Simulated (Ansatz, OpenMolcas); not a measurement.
# Computed against measured: atomisation enthalpy at 298 K

8 molecules of light elements (H to F); the atomisation enthalpy at 298 K in kJ/mol, computed less measured. Shapes, held fixed at every level: PBE0-D4/def2-TZVP. Flexible molecules stand in one conformer, not always the lowest. Thermal terms are harmonic and unscaled (PBE0-D4/def2-TZVP); the spin-orbit lowering of the free atoms is taken from their spectra. Programs: Ansatz 0.2.0, OpenMolcas 26.06. Measured values: Active Thermochemical Tables, CRC Handbook of Chemistry and Physics.

Levels: A = revPBE/def2-TZVP; B = PBE0-D4/def2-TZVPP; C = r2SCAN0-D4/def2-TZVPP; D = wB97X-V/def2-TZVPP.

| molecule | from tabulated heats | A | B | C | D |
| --- | --- | --- | --- | --- | --- |
| N2H3 (hydrazinyl radical) | 1374 | +16 | +19 | -42 | +29 |
| C2H3F (SMILES C=CF) | 2310 | -21 | +11 | -43 | -6 |
| C2H3N (acetonitrile) | 2486 | -11 | +10 | -67 | -2 |
| C2H3O (acetyl radical) | 2347 | 0 | +21 | -36 | +4 |
| C2H4 (ethylene) | 2253 | -36 | +3 | -30 | -11 |
| CH3NO (formamide) | 2286 | -8 | +7 | -68 | +5 |
| CH4O (methanol) | 2039 | -47 | -14 | -43 | -7 |
| C3H4 (SMILES C=C=C) | 2832 | -15 | +29 | -33 | -10 |

**Question.** Sum up the errors.

**Answer.** 
| level | kind | mean error | mean absolute error | worst case |
| --- | --- | --- | --- | --- |
| revPBE/def2-TZVP | GGA | -15.2 | 19.2 | CH4O |
| PBE0-D4/def2-TZVPP | global hybrid | +10.8 | 14.2 | C3H4 |
| r2SCAN0-D4/def2-TZVPP | global hybrid | -45.2 | 45.2 | CH3NO |
| wB97X-V/def2-TZVPP | range-separated hybrid | +0.2 | 9.2 | N2H3 |

On this set wB97X-V/def2-TZVPP has the smallest mean absolute error and r2SCAN0-D4/def2-TZVPP the largest. revPBE/def2-TZVP is too low in 6 of 8; PBE0-D4/def2-TZVPP is too high in 7 of 8; r2SCAN0-D4/def2-TZVPP is too low in 8 of 8. Open shells run unrestricted. The set is small.

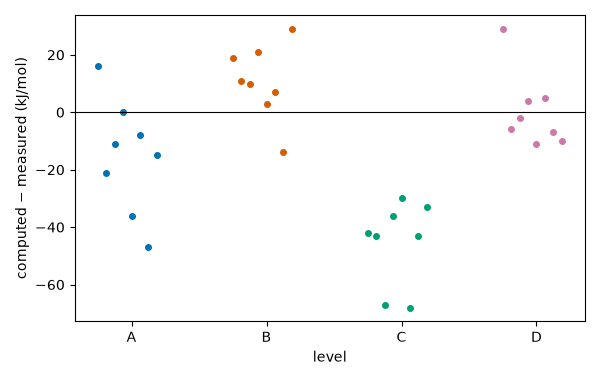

Errors of each level, one point a molecule.
